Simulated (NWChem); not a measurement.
# One shape, several levels: CH8GeOSi (SMILES O[SiH2][CH2][GeH3])

We compute a comparison of 3 runs (HF/STO-3G, HF/3-21G, B3LYP/6-31G*) of CH8GeOSi. 

The results are computed with NWChem 7.3.0.

### Step 1. The molecule

CH8GeOSi: 12 atoms, total charge 0, spin state singlet. As SMILES, `O[SiH2][CH2][GeH3]`. The shape is that of a PBE0-D4/def2-TZVP optimisation. This is one conformer, not always the lowest.

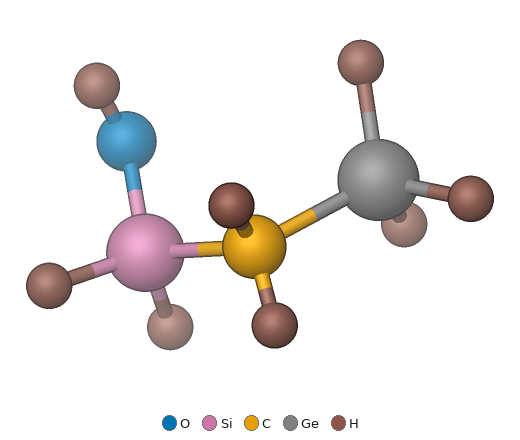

The structure, seen from a chosen angle (oxygen blue, silicon pink, carbon amber, germanium grey, hydrogen brown).

### Step 2. Energy and gradient at HF/STO-3G (run 1)

Contents of m1.xyz:

```xyz
12

O     -0.883100     1.609700    -1.101600
Si    -0.463600     1.314700     0.467700
C      0.691000    -0.136800     0.625200
Ge     0.131100    -1.702700    -0.415000
H     -0.222700     1.987100    -1.683000
H      0.162400     2.527100     1.070500
H     -1.740500     1.015100     1.159900
H      1.703600     0.136100     0.313700
H      0.748200    -0.428100     1.679300
H      0.353700    -1.445900    -1.914200
H      0.955400    -2.934700     0.002400
H     -1.358700    -1.996700    -0.170900
```

Contents of m1.nw:

```
start m1
memory stack 880 mb heap 220 mb global 1100 mb
charge 0

geometry units angstrom noautosym nocenter noautoz
load format xyz m1.xyz
end

basis spherical bse
* library STO-3G
end

scf
thresh 1e-08
maxiter 80
print low
end

task scf gradient
```

On the command line:

```sh
$ nwchem m1.nw > m1.out
```

What it wrote:

```text
[...]
  functions       =    45
[...]
  wavefunction    = RHF
[...]
         Total SCF energy =  -2453.298026793555
      One-electron energy =  -4130.984934598296
      Two-electron energy =   1330.535705666230
 Nuclear repulsion energy =    347.151202138511
        Time for solution =     12.2s
[...]
                         RHF ENERGY GRADIENTS
    atom               coordinates                        gradient
                 x          y          z           x          y          z
   1 O      -1.668817   3.041892  -2.081722    0.038740   0.012977   0.001227
   2 Si     -0.876077   2.484423   0.883825    0.000820  -0.022888  -0.035851
   3 C       1.305801  -0.258515   1.181457   -0.000355   0.017863   0.005396
   4 Ge      0.247743  -3.217636  -0.784236    0.004658   0.018542   0.010929
   5 H      -0.420842   3.755075  -3.180409   -0.028519  -0.010874   0.006483
   6 H       0.306892   4.775527   2.022952    0.014143   0.026701   0.012076
   7 H      -3.289068   1.918261   2.191893   -0.027336  -0.006803   0.014761
   8 H       3.219337   0.257192   0.592807    0.010071   0.001644  -0.004910
   9 H       1.413893  -0.808992   3.173417   -0.000993  -0.004225   0.011274
  10 H       0.668396  -2.732355  -3.617313    0.005857   0.006511  -0.038532
  11 H       1.805444  -5.545779   0.004535    0.021372  -0.031885   0.010898
[...]
```

Run time: 17 s. Hardware: 1 thread of AMD EPYC 7R43 (Zen 3), shared host; peak memory 0.094 GiB.

### Step 3. Energy and forces at HF/3-21G (run 2)

Contents of run.py:

```python
from ase import Atoms
from ase.calculators.nwchem import NWChem

atoms = Atoms(['O', 'Si', 'C', 'Ge', 'H', 'H', 'H', 'H', 'H', 'H', 'H', 'H'], positions=[
    [-0.883100, 1.609700, -1.101600],
    [-0.463600, 1.314700, 0.467700],
    [0.691000, -0.136800, 0.625200],
    [0.131100, -1.702700, -0.415000],
    [-0.222700, 1.987100, -1.683000],
    [0.162400, 2.527100, 1.070500],
    [-1.740500, 1.015100, 1.159900],
    [1.703600, 0.136100, 0.313700],
    [0.748200, -0.428100, 1.679300],
    [0.353700, -1.445900, -1.914200],
    [0.955400, -2.934700, 0.002400],
    [-1.358700, -1.996700, -0.170900],
])

calc = NWChem(
    label='a',
    theory='scf',
    memory='2200 mb',
    basis='3-21G',
    basispar='spherical bse',
    scf={'nopen': '0', 'rhf': None, 'thresh': '1e-08', 'maxiter': '80'},
)
atoms.calc = calc

forces = atoms.get_forces()
print(f"energy = {atoms.get_potential_energy():.6f} eV")
print("forces (eV/A):")
for s, f in zip(atoms.symbols, forces):
    print(f"{s:2s} {f[0]:10.5f} {f[1]:10.5f} {f[2]:10.5f}")
print("dipole (e A):", atoms.get_dipole_moment().round(4))
```

On the command line:

```sh
$ export ASE_NWCHEM_COMMAND="nwchem PREFIX.nwi > PREFIX.nwo"
$ python run.py
```

What it wrote:

```text
energy = -67198.912283 eV
forces (eV/A):
O     0.01527    0.22096   -0.90889
Si   -0.52307    0.27033    1.46023
C     0.53500   -0.55921    0.17257
Ge    0.03918   -0.04618   -0.04325
H    -0.08762    0.13935   -0.64956
H     0.03044   -0.00108    0.02443
H     0.09914    0.00848    0.06433
H    -0.19376   -0.09066    0.14861
H     0.05584    0.08999   -0.24909
H     0.03178   -0.01383   -0.04258
H     0.02047   -0.03651    0.01368
H    -0.02263    0.01831    0.00941
dipole (e A): [0.469  0.1024 0.0544]
```

The calculator wrote a.nwi:

```
title "a"

permanent_dir a

scratch_dir a

start a

geometry units angstrom nocenter noautosym noautoz
  O  -8.8310000000000000e-01 1.6096999999999999e+00 -1.1015999999999999e+00
  Si -4.6360000000000001e-01 1.3147000000000000e+00 4.6770000000000000e-01
  C  6.9099999999999995e-01 -1.3680000000000000e-01 6.2519999999999998e-01
  Ge 1.3109999999999999e-01 -1.7027000000000001e+00 -4.1499999999999998e-01
  H  -2.2270000000000001e-01 1.9871000000000001e+00 -1.6830000000000001e+00
  H  1.6239999999999999e-01 2.5270999999999999e+00 1.0705000000000000e+00
  H  -1.7404999999999999e+00 1.0150999999999999e+00 1.1598999999999999e+00
  H  1.7036000000000000e+00 1.3610000000000000e-01 3.1369999999999998e-01
  H  7.4819999999999998e-01 -4.2809999999999998e-01 1.6793000000000000e+00
  H  3.5370000000000001e-01 -1.4459000000000000e+00 -1.9141999999999999e+00
  H  9.5540000000000003e-01 -2.9346999999999999e+00 2.3999999999999998e-03
  H  -1.3587000000000000e+00 -1.9966999999999999e+00 -1.7090000000000000e-01
end

memory 2200 mb

basis spherical bse noprint
   * library 3-21G
end

scf
  nopen 0
  rhf
  thresh 1e-08
  maxiter 80
end

task scf gradient
```

a.nwo, shortened:

```text
[...]
      One-electron energy =  -4134.075271126936
[... 1 line left out ...]
 Nuclear repulsion energy =    347.151202138510
[... 52 lines left out ...]
                       ROHF Final Molecular Orbital Analysis
[... 242 lines left out ...]
     1   1 0 0      0.886326      0.000000     -8.716550
[...]
  wavefunction    =   RHF
                         RHF ENERGY GRADIENTS
    atom               coordinates                        gradient
                 x          y          z           x          y          z
   1 O      -1.668817   3.041892  -2.081722   -0.000297  -0.004297   0.017675
   2 Si     -0.876077   2.484423   0.883825    0.010172  -0.005257  -0.028397
   3 C       1.305801  -0.258515   1.181457   -0.010404   0.010875  -0.003356
[... 8 lines of this table left out ...]
  12 H      -2.567571  -3.773216  -0.322954    0.000440  -0.000356  -0.000183
[...]
```

Wall time 17 s (1 thread of AMD EPYC 7R43 (Zen 3), shared host); peak memory 0.098 GiB.

### Step 4. Energy and gradient at B3LYP/6-31G(d) (Cartesian functions) (run 3)

Contents of mymol.nw:

```
start mymol
title "CH8GeOSi"
memory stack 880 mb heap 220 mb global 1100 mb

geometry units angstroms noautosym nocenter noautoz
  O       -0.883100       1.609700      -1.101600
  Si      -0.463600       1.314700       0.467700
  C        0.691000      -0.136800       0.625200
  Ge       0.131100      -1.702700      -0.415000
  H       -0.222700       1.987100      -1.683000
  H        0.162400       2.527100       1.070500
  H       -1.740500       1.015100       1.159900
  H        1.703600       0.136100       0.313700
  H        0.748200      -0.428100       1.679300
  H        0.353700      -1.445900      -1.914200
  H        0.955400      -2.934700       0.002400
  H       -1.358700      -1.996700      -0.170900
end

basis cartesian
  * library 6-31G*
end

dft
  xc b3lyp
  grid fine
  convergence energy 1e-08
  maxiter 100
  mulliken
  noprint "final vectors analysis"
end

task dft gradient
```

On the command line:

```sh
$ nwchem mymol.nw > mymol.out
```

What it wrote, shortened:

```text
[...]
          Wavefunction type:  closed shell.
          No. of atoms     :    12
          No. of electrons :    68
[...]
          Charge           :     0
          Spin multiplicity:     1
[...]
          AO basis - number of functions:   100
[...]
              XC Information
              --------------
                         B3LYP Method XC Potential
                     Hartree-Fock (Exact) Exchange  0.200
                        Slater Exchange Functional  0.800 local
                    Becke 1988 Exchange Functional  0.720 non-local
              Lee-Yang-Parr Correlation Functional  0.810
                  VWN I RPA Correlation Functional  0.190 local
[...]
 d= 0,ls=0.0,diis     1  -2484.3627026711 -2.83D+03  1.17D-02  1.44D+00    11.3
[...]
 d= 0,ls=0.0,diis     8  -2484.4333526819  5.71D-09  4.52D-06  6.93D-07    65.1
         Total DFT energy =    -2484.433352681924
      One electron energy =    -4147.181417970310
           Coulomb energy =     1432.642077162356
    Exchange-Corr. energy =     -117.045214012481
 Nuclear repulsion energy =      347.151202138511
[...]
      Total Density - Mulliken Population Analysis
     ---------------------------------------------
[...]
  wavefunction    = closed shell
                         DFT ENERGY GRADIENTS
    atom               coordinates                        gradient
                 x          y          z           x          y          z
   1 O      -1.668817   3.041892  -2.081722    0.009944   0.000895   0.006312
   2 Si     -0.876077   2.484423   0.883825    0.001210  -0.002002  -0.008389
   3 C       1.305801  -0.258515   1.181457   -0.002971  -0.000343  -0.002940
   4 Ge      0.247743  -3.217636  -0.784236    0.000314   0.001035   0.001201
   5 H      -0.420842   3.755075  -3.180409   -0.006119  -0.003296   0.005117
   6 H       0.306892   4.775527   2.022952   -0.000619  -0.000647  -0.001230
   7 H      -3.289068   1.918261   2.191893    0.000089  -0.000299  -0.000599
   8 H       3.219337   0.257192   0.592807   -0.001959   0.000199   0.000444
   9 H       1.413893  -0.808992   3.173417   -0.000503   0.001012  -0.001687
  10 H       0.668396  -2.732355  -3.617313   -0.000363   0.000263   0.002479
  11 H       1.805444  -5.545779   0.004535   -0.001287   0.002380  -0.000549
[...]
```

It took 1.9 min on 1 thread of AMD EPYC 7R43 (Zen 3), shared host; peak memory 0.13 GiB.

### Step 5. Overview of the runs

```tsv
run	level	Cartesian functions	iteration cap	energy (Eh)	largest force (eV/Å)	wall time
1	HF/STO-3G	no	80	-2453.298027	2.188	17 s
2	HF/3-21G	no	80	-2469.514497	1.574	17 s
3	B3LYP/6-31G* (Cartesian functions)	yes	100	-2484.433353	0.607	1.9 min
```

### Step 6. Outcome

```
                       quantity           value
            run 3: total energy  -2484.43335 Eh
           run 3: dipole moment          1.96 D
run 3: largest force on an atom      0.607 eV/Å
```

**Reading.** In run 1 the basis is minimal, so the values are rough. All runs together took 2.4 min, the longest 1.9 min.
